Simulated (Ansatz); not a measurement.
# C8H7ClO (SMILES Cc1ccc(C(=O)Cl)cc1): what the fields show

The calculation's input:

```
crystal:
  periodic: [false, false, false]
  atoms:
    - {symbol: C, position_ang: [1.963836, -1.839567, 0.527204]}
    - {symbol: C, position_ang: [0.901742, -0.826971, 0.238936]}
    - {symbol: C, position_ang: [0.808313, -0.236802, -1.022401]}
    - {symbol: C, position_ang: [-0.178471, 0.683564, -1.303787]}
    - {symbol: C, position_ang: [-1.105032, 1.041493, -0.321986]}
    - {symbol: C, position_ang: [-2.124933, 2.032311, -0.703634]}
    - {symbol: O, position_ang: [-2.230034, 2.550498, -1.764538]}
    - {symbol: Cl, position_ang: [-3.290246, 2.457495, 0.587943]}
    - {symbol: C, position_ang: [-1.019909, 0.461928, 0.938725]}
    - {symbol: C, position_ang: [-0.025164, -0.460472, 1.209751]}
    - {symbol: H, position_ang: [1.735952, -2.788268, 0.031560]}
    - {symbol: H, position_ang: [2.050810, -2.034788, 1.596560]}
    - {symbol: H, position_ang: [2.936522, -1.508329, 0.156559]}
    - {symbol: H, position_ang: [1.524610, -0.505752, -1.791549]}
    - {symbol: H, position_ang: [-0.250462, 1.142299, -2.282080]}
    - {symbol: H, position_ang: [-1.731807, 0.736274, 1.705529]}
    - {symbol: H, position_ang: [0.034295, -0.904902, 2.197212]}
basis:
  gaussian: {orbitals: def2-TZVPP}
hamiltonian: {xc: pbe0, dispersion: d4}
output: {orbitals: {seedname: orbitals}}
```

Launched as:

```sh
ansatz run in.yaml --threads 2 --pin off --events-out ev --progress --plain --max-ram 32768MiB --backend cuda --devices 0, --max-vram 18GiB
```

Geometry: PBE0-D4/def2-TZVP.

Method: RKS PBE0-D4/def2-TZVPP in Ansatz 0.2.0.

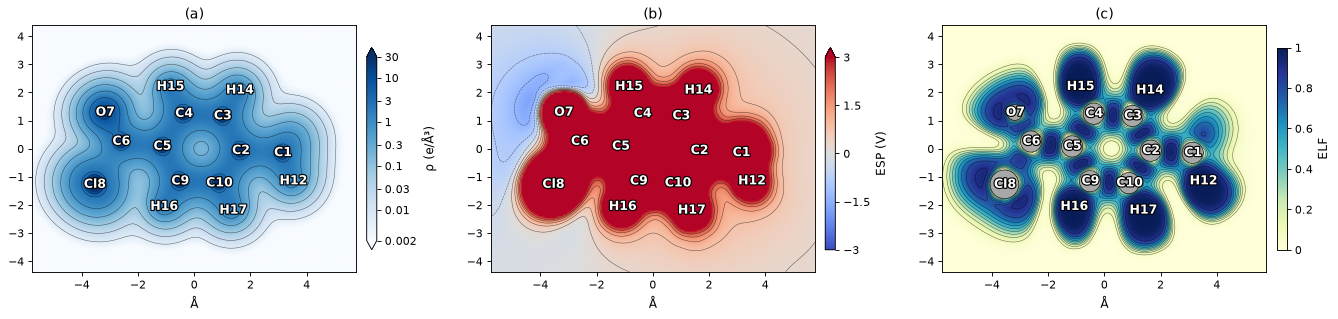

Figure 1. (a) electron density; (b) electrostatic potential; (c) ELF on the plane of atoms C2, C3 and H14. Grey discs cover the atomic cores in the ELF map.

Question: What does the map show?

Answer: Atoms in the plane: C, O, Cl and H. C–O (1.19 Å): ρ is about 3.6 e/Å³ halfway; the ELF peaks at about 0.85 between the atoms; a short, multiple covalent bond. C–C (1.38 Å): ρ is about 2.2 e/Å³ halfway; the ELF peaks at about 0.95 between the atoms (localised, covalent bonding). C–Cl (1.79 Å): ρ is about 1.3 e/Å³ halfway; the ELF peaks at about 0.85 between the atoms: a covalent bond. C–H (1.08 Å): ρ is about 2.1 e/Å³ halfway; the ELF climbs to about 1 towards the hydrogen, as it does in any bond to H; a covalent bond by its length. C–C (1.47 Å): the density is about 1.9 e/Å³ at the midpoint; the ELF peaks at about 0.95 between the atoms: a covalent bond. The ELF also peaks beside Cl8 and O7, away from the bonds: lone-pair regions. Outside the dense part of the molecule the potential is most negative (−1.7 V) near O7.

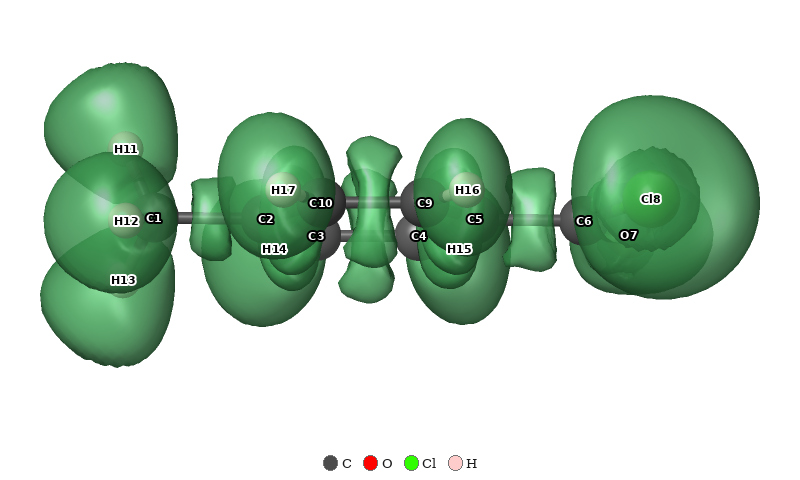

Figure 2. Isosurface of the electron localisation function at 0.75 (green), seen from one side. Only the valence region is drawn (cores and ρ < 0.01 e/Å³ removed).

Question: Where are the electrons localised?

Answer: The ELF exceeds this value in eight regions between bonded C–C atoms (shared pairs), seven regions around hydrogen nuclei, one region on Cl in which the atom's valence shell and bonds are merged and one region on O in which the atom's valence shell and bonds are merged.

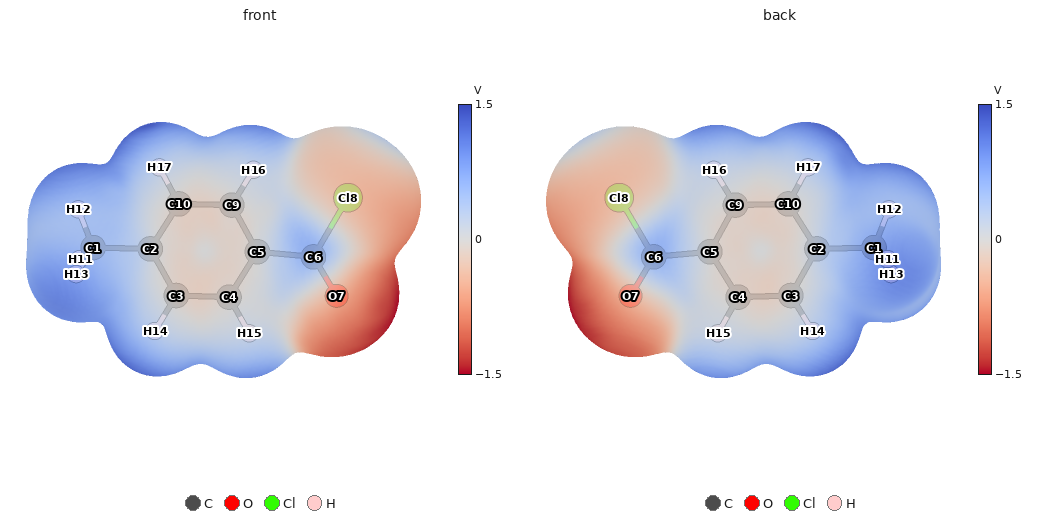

Figure 3. The molecular electrostatic potential painted on the density surface at 0.002 e/bohr³, seen from the front and from behind; the colour scale runs from red (negative) to blue (positive).

Question: Which sites attract a positive test charge, and which a negative one?

Answer: A positive charge is drawn to the negative regions and a negative charge to the positive ones. The most negative region (about −1.5 V) lies over O7, the most positive (about +1.3 V) over H14 and H17. Cl8 shows a σ-hole: about +0.3 V at the tip opposite its bond, against about −0.3 V on its flanks. O7 is the likeliest acceptor of a hydrogen bond.
